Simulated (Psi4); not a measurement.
# UB3LYP/cc-pVTZ (sweep point 3) run of PH (SMILES [PH])

Aim: the vertical ionisation energy of PH at UB3LYP/cc-pVTZ (sweep point 3), from 2 runs. 

The results are computed with Psi4 1.11.

4 further runs of the same task are left out: 4 set aside as unsound or not needed.

## (1) The system as given

PH: 2 atoms, total charge 0, spin state triplet. As SMILES, `[PH]`. Geometry: relaxed at GFN2-xTB.

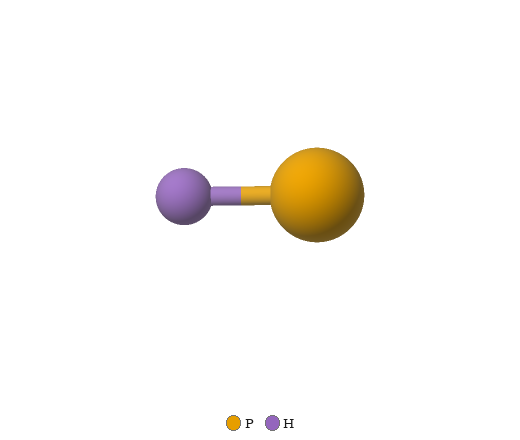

Viewed from a chosen angle; phosphorus amber, hydrogen purple.

## (2) A single-point energy at UB3LYP/cc-pVTZ (sweep point 3)

File hp.in:

```
memory 1.6 GB

molecule {
  0 3
  P      0.000000     0.000000     0.000000
  H      0.000000     0.000000     1.399070
  symmetry c1
}

set {
  basis                cc-pVTZ
  reference            uks
  puream               true
  scf_type             pk
  dft_radial_points    35
  dft_spherical_points 110
  maxiter              150
}

E, wfn = energy('b3lyp', return_wfn=True)
print_variables()
```

Command:

```sh
psi4 -n 1 hp.in hp.out
```

hp.out:

```text
[...]
  Running in c1 symmetry.
[...]
  Nuclear repulsion =    5.673524669995068
[...]
  Multiplicity = 3
[...]
  Nalpha       = 9
  Nbeta        = 7
[...]
    Number of basis functions: 48
[...]
   @UKS iter   1:  -341.88524209667457   -3.30563e-01   5.08739e-03 ADIIS/DIIS
[...]
   @UKS iter   7:  -341.90885123258283   -2.98194e-08   6.23107e-07 DIIS
[...]
   @S^2 Observed:                2.006083354E+00
[...]
    Orbital Energies [Eh]
    ---------------------
    Alpha Occupied:
       1A    -77.115510     2A     -6.577344     3A     -4.742852
       4A     -4.742852     5A     -4.734462     6A     -0.627182
       7A     -0.351639     8A     -0.256288     9A     -0.256288
    Alpha Virtual:
      10A      0.030758    11A      0.160743    12A      0.251649
      13A      0.251649    14A      0.257940    15A      0.257942
      16A      0.262626    17A      0.262626    18A      0.264902
      19A      0.384409    20A      0.559423    21A      0.808866
      22A      0.808866    23A      1.058835    24A      1.220240
      25A      1.220251    26A      1.221053    27A      1.221053
[...]
  @UKS Final Energy:  -341.90885123258283
   => Energetics <=
    Nuclear Repulsion Energy =              5.6735246699950679
    One-Electron Energy =                -483.4975286157906567
    Two-Electron Energy =                 154.8955718328607247
    DFT Exchange-Correlation Energy =     -18.9804191196479728
    Empirical Dispersion Energy =           0.0000000000000000
    VV10 Nonlocal Energy =                  0.0000000000000000
    Total Energy =                       -341.9088512325828333
[...]
 Multipole Moments:
 ------------------------------------------------------------------------------------
     Multipole            Electronic (a.u.)      Nuclear  (a.u.)        Total (a.u.)
 ------------------------------------------------------------------------------------
 L = 1.  Multiply by 2.5417464519 to convert [e a0] to [Debye]
 Dipole X            :         -0.0000000            0.0000000           -0.0000000
 Dipole Y            :          0.0000000            0.0000000            0.0000000
 Dipole Z            :         -1.1185074            1.3108184            0.1923110
 Magnitude           :                                                    0.1923110
[...]
```

Run time: 3.6 s. Hardware: 1 thread of Intel Xeon Platinum 8488C (Sapphire Rapids), shared host; peak memory 0.4 GiB.

## (3) The doublet cation, same level

File hp.inp:

```
memory 1.6 GB

molecule {
  1 2
  P      0.000000     0.000000     0.000000
  H      0.000000     0.000000     1.399070
  units angstrom
  symmetry c1
}

set basis cc-pVTZ
set reference uks
set puream true
set scf_type pk
set dft_radial_points 35
set dft_spherical_points 110
set maxiter 150

result = energy("b3lyp")
print_variables()
```

Command:

```sh
psi4 -n 1 hp.inp hp.out
```

hp.out:

```text
[...]
  Running in c1 symmetry.
[...]
  Nuclear repulsion =    5.673524669995068
[...]
  Multiplicity = 2
[...]
  Nalpha       = 8
  Nbeta        = 7
[...]
    Number of basis functions: 48
[...]
   @UKS iter   1:  -341.52552180356003    2.91570e-02   3.21173e-03 ADIIS/DIIS
[...]
   @UKS iter   6:  -341.53508893880706   -6.50162e-08   9.00680e-07 DIIS
[...]
   @S^2 Observed:                7.544030201E-01
[...]
    Orbital Energies [Eh]
    ---------------------
    Alpha Occupied:
       1A    -77.515163     2A     -6.967751     3A     -5.136579
       4A     -5.131568     5A     -5.121482     6A     -0.949107
       7A     -0.663356     8A     -0.573237
    Alpha Virtual:
       9A     -0.490037    10A     -0.235038    11A     -0.084603
      12A     -0.045581    13A     -0.039530    14A     -0.034238
      15A     -0.028589    16A      0.010680    17A      0.013991
      18A      0.018762    19A      0.147814    20A      0.280009
      21A      0.531585    22A      0.533183    23A      0.778302
      24A      0.893306    25A      0.896557    26A      0.897394
[...]
  @UKS Final Energy:  -341.53508893880706
   => Energetics <=
    Nuclear Repulsion Energy =              5.6735246699950679
    One-Electron Energy =                -477.6109229068749755
    Two-Electron Energy =                 149.1413434911457330
    DFT Exchange-Correlation Energy =     -18.7390341930728752
    Empirical Dispersion Energy =           0.0000000000000000
    VV10 Nonlocal Energy =                  0.0000000000000000
    Total Energy =                       -341.5350889388070641
[...]
 Multipole Moments:
 ------------------------------------------------------------------------------------
     Multipole            Electronic (a.u.)      Nuclear  (a.u.)        Total (a.u.)
 ------------------------------------------------------------------------------------
 L = 1.  Multiply by 2.5417464519 to convert [e a0] to [Debye]
 Dipole X            :          0.0000000            0.0000000            0.0000000
 Dipole Y            :          0.0000000            0.0000000            0.0000000
 Dipole Z            :         -0.9659871            1.3108184            0.3448313
 Magnitude           :                                                    0.3448313
[...]
```

Wall time 3.6 s (1 thread of Intel Xeon Platinum 8488C (Sapphire Rapids), shared host); peak memory 0.4 GiB.

## (4) Outcome

Level: UB3LYP/cc-pVTZ (sweep point 3).

| quantity | value |
| --- | --- |
| triplet PH: total energy | -341.90885 Eh |
| triplet PH: dipole moment | 0.49 D |
| triplet PH: HOMO energy (highest over α and β) | -6.97 eV |
| triplet PH: LUMO energy (lowest over α and β) | -3.30 eV |
| triplet PH: ⟨S²⟩ | 2.006 |
| doublet cation: total energy | -341.53509 Eh |
| doublet cation: HOMO energy (highest over α and β) | -15.60 eV |
| doublet cation: LUMO energy (lowest over α and β) | -13.33 eV |
| doublet cation: ⟨S²⟩ | 0.754 |
| vertical ionisation energy (to the doublet cation) | 10.171 eV |

The vertical ionisation energy comes to 10.17 eV (981 kJ/mol).
